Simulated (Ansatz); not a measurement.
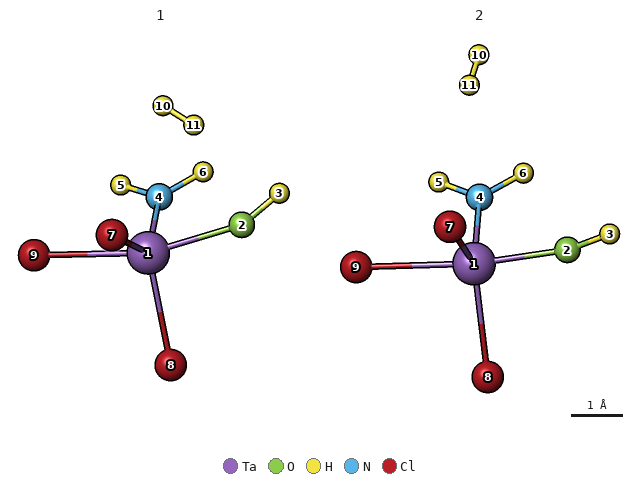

Two geometries of TaNH5OCl3, drawn at one scale. One is the start of a relaxation, the other its converged end. A ball-and-stick model, seen from a free direction.

The calculation used Ansatz, RKS PBE-D4/def2-SVP. Settings: no spin polarisation; force threshold 0.03 eV/Å; at most 50 steps.

**Which of the two is the end point?**

Structure 2 is the relaxed one. The run prepares an end point of a later path (reaction) calculation, from a guessed geometry. H11 moves most after the best rigid fit: 1.20 Å. Largest moves by element: H 1.20 Å, O 0.56 Å, Cl 0.44 Å, Ta 0.28 Å, N 0.05 Å. Among the contacts that change: Ta1–H10 3.008 → 4.197 Å, Ta1–H11 2.797 → 3.734 Å, Ta1–O2 1.968 → 1.888 Å, H10–H11 0.722 → 0.770 Å. Bond angles that change, for instance: N4–Ta1–Cl7 136.5° → 119.8°, Cl7–Ta1–Cl8 112.9° → 124.0°, Ta1–O2–H3 151.2° → 161.9°. After 30 accepted moves (34 points after the start) the energy has fallen by 8.33 kcal/mol. The largest force component goes from 1.8 to 0.029 eV/Å. The line search rejected the trial steps at points 9, 12, 31, 33 of the run. The forces were under the threshold at step 11, but the run went on from there.

Limits of the set-up: the start holds two separate molecules, 2.2 Å apart at their closest, whose relative position is a soft coordinate.
